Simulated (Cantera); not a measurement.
Charge: 1 mol FeS₂, 0.066 mol SO₃, 2.4 mol H₂O, at 1.00 bar.

Method: chemical equilibrium by Gibbs-energy minimisation in Cantera with the NASA 1993 tables (ideal gas, pure condensed phases). Candidate condensed phases: Fe, FeO, Fe(OH)₂, Fe(OH)₃, FeS, FeSO₄, FeS₂, Fe₂O₃, Fe₂(SO₄)₃, Fe₃O₄, H₂O, H₂SO₄, S; 22 gas species. FeS: taken at fixed stoichiometry. Gases not in the tables: S₃ to S₇. Equilibrium is a limit: real reactors are often held back by kinetics, nucleation or transport.

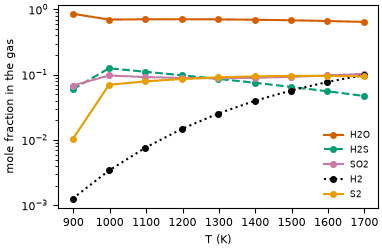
Equilibrium gas composition (values under 1e-9 drawn at 1e-9)

At 898 K the condensed part is FeS(s) + FeS₂(s). From 998 K to 1398 K the condensed part is FeS(s). From 1498 K to 1698 K the condensed part is FeS(l).
